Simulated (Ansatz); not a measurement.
**AlH2ClO (SMILES [OH][AlH][Cl]): PBE0/STO-3G**

What is the electronic atomisation energy of AlH2ClO at PBE0/STO-3G? 

Program for the calculation: Ansatz 0.2.0.

77 further runs of the same task are left out: 5 that didn't finish, 72 set aside as unsound or not needed.

## (1) The system as given

AlH2ClO: 5 atoms, total charge 0, spin state singlet. SMILES: `[OH][AlH][Cl]`. The coordinates come from a PBE0-D4/def2-TZVP relaxation. This is one conformer, not always the lowest.

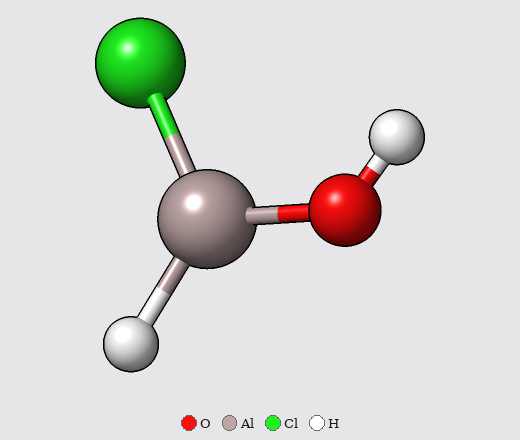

Viewed from a chosen angle; oxygen red, aluminium light grey, chlorine green, hydrogen white.

## (2) The energy at PBE0/STO-3G

Input file run.yaml:

```yaml
crystal:
  periodic: [false, false, false]
  atoms:
    - {symbol: O, position_ang: [-1.110100, 0.370900, -0.514400]}
    - {symbol: Al, position_ang: [0.431000, 0.184900, 0.137500]}
    - {symbol: Cl, position_ang: [1.114900, -1.725400, 0.662800]}
    - {symbol: H, position_ang: [-1.719500, -0.349100, -0.669500]}
    - {symbol: H, position_ang: [1.333500, 1.445000, 0.342200]}
basis:
  gaussian: {orbitals: STO-3G}
hamiltonian: {xc: {name: PBE0}}
accuracy: high
```

On the command line:

```console
$ ansatz run run.yaml --threads 1 --pin off --max-ram 2610MiB --events-out events.jsonl --progress --plain --runs-dir runs
```

Standard output:

```text
Warning: RAYON_NUM_THREADS=1 ignored (pool sized by the plan → 1); use --threads N
Functional definition: PBE0
  name "PBE0"
  parameter a = 0.25
  parameter kappa = 0.804
  parameter beta = 0.06672455060314922
  exchange = (1 - a)*pbe_x(kappa = kappa, mu = beta*pi^2/3) + a*exact_x
  correlation = pbe_c(beta = beta)
456 factors; integrals over basis functions are off by at most 1.7e-8 eV
mean field evaluation 1: about -20945.9270 eV, gradient 2.8e1 eV
mean field evaluation 2: about -20942.7964 eV, gradient 4.7e1 eV
mean field evaluation 4: about -20948.8248 eV, gradient 1.0e0 eV
mean field evaluation 8: about -20948.8099 eV, gradient 1.5e-3 eV
mean field evaluation 16: about -20948.8099 eV, gradient 6.0e-8 eV
mean field -20948.80988971 eV, -769.8545638336 hartree, gradient 6.0e-8 eV, S^2 0.000000; 0 other end points of the search recorded, 0 dependent functions left out
reference -20948.80989114 eV, -769.8545638862 hartree; 20, 20 occupied and 5, 5 virtual orbitals, 456 factors
Total energy: -20948.80989114 eV, -769.8545638862 hartree
```

Run time: 0.5 s. Hardware: 1 thread of AMD EPYC 9R45 (Zen 5), shared host.

## (3) The Al atom at the same level

Input file molecule.yaml:

```yaml
crystal:
  periodic: [false, false, false]
  atoms:
    - {symbol: Al, position_ang: [0.000000, 0.000000, 0.000000]}
basis:
  gaussian:
    orbitals: STO-3G
magnetization:
  spin_polarized: true
  initial_magnetization: 1
hamiltonian:
  xc: {name: PBE0}
accuracy: high
```

Run the same way, it converges to -239.20718 Eh (log not shown).

## (4) The Cl atom

Input file molecule.yaml:

```yaml
crystal:
  periodic: [false, false, false]
  atoms:
    - {symbol: Cl, position_ang: [0.000000, 0.000000, 0.000000]}
basis:
  gaussian:
    orbitals: STO-3G
total_charge: 0
magnetization:
  spin_polarized: true
  initial_magnetization: 1
hamiltonian:
  xc: {name: PBE0}
accuracy: high
```

Run the same way, it converges to -454.98903 Eh (log not shown).

## (5) The H atom

Input file job.yaml:

```yaml
crystal:
  periodic: [false, false, false]
  atoms:
    - {symbol: H, position_ang: [0.000000, 0.000000, 0.000000]}
basis:
  gaussian:
    orbitals: STO-3G
magnetization:
  spin_polarized: true
  initial_magnetization: 1
hamiltonian:
  xc: pbe0
accuracy: high
```

Run the same way, it converges to -0.46651 Eh (log not shown).

## (6) The O atom at the same level

Input file in.yaml:

```yaml
crystal:
  periodic: [false, false, false]
  atoms:
    - {symbol: O, position_ang: [0.000000, 0.000000, 0.000000]}
basis:
  gaussian: {orbitals: STO-3G}
magnetization: {spin_polarized: true, initial_magnetization: 2}
hamiltonian: {xc: pbe0}
accuracy: high
```

Run the same way, it converges to -73.97643 Eh (log not shown).

## (7) Results

At PBE0/STO-3G:

| quantity | value |
| --- | --- |
| molecule: total energy | -769.85456 Eh |
| Al atom: total energy | -239.20718 Eh |
| Al atom: ⟨S²⟩ | 0.750 |
| Cl atom: total energy | -454.98903 Eh |
| Cl atom: ⟨S²⟩ | 0.750 |
| H atom: total energy | -0.46651 Eh |
| H atom: ⟨S²⟩ | 0.750 |
| O atom: total energy | -73.97643 Eh |
| O atom: ⟨S²⟩ | 2.000 |
| electronic atomisation energy | 20.379 eV |

**Reading.** Taking the molecule apart into free atoms costs 20.38 eV (470 kcal/mol), before zero-point energy and without spin-orbit coupling. In a minimal basis such a difference can be off by several eV, whatever the method.
